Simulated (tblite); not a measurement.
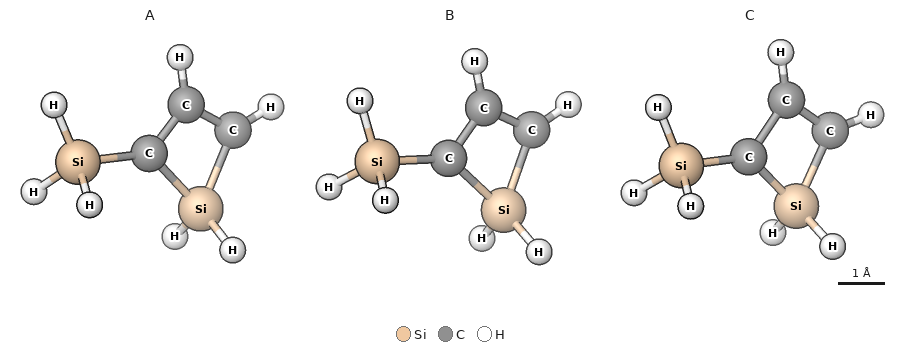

3 geometries from one relaxation of C$_{3}$H$_{7}$Si$_{2}$ (multiplicity 2), in shuffled order. The picture is a ball-and-stick view, seen at a tilt.

Theory: tblite 0.8.0, GFN2-xTB geometry optimisation, gas phase. 

### Order the frames from highest to lowest energy.

C, A, B. They are steps 0, 10, 40, at +100.7 kJ/mol, +4.41 kJ/mol relative to the last. After 40 geometry steps the energy has fallen by 100.7 kJ/mol. The largest moves after the best rigid fit, 0.25 Å, are those of H atoms. By element the largest moves are H 0.25 Å, Si 0.22 Å, C 0.18 Å. Some distances before and after: C–Si 1.728 → 1.916 Å, C–C 1.552 → 1.405 Å, C–Si 1.748 → 1.858 Å, C–Si 1.850 → 1.889 Å. Bond angles that change, for instance: C–C–C 95.5° → 105.3°, Si–C–H 133.0° → 140.0°, Si–C–Si 133.9° → 140.7°. The run took 0.17 s on 1 thread of Arm Neoverse V2 (shared host).
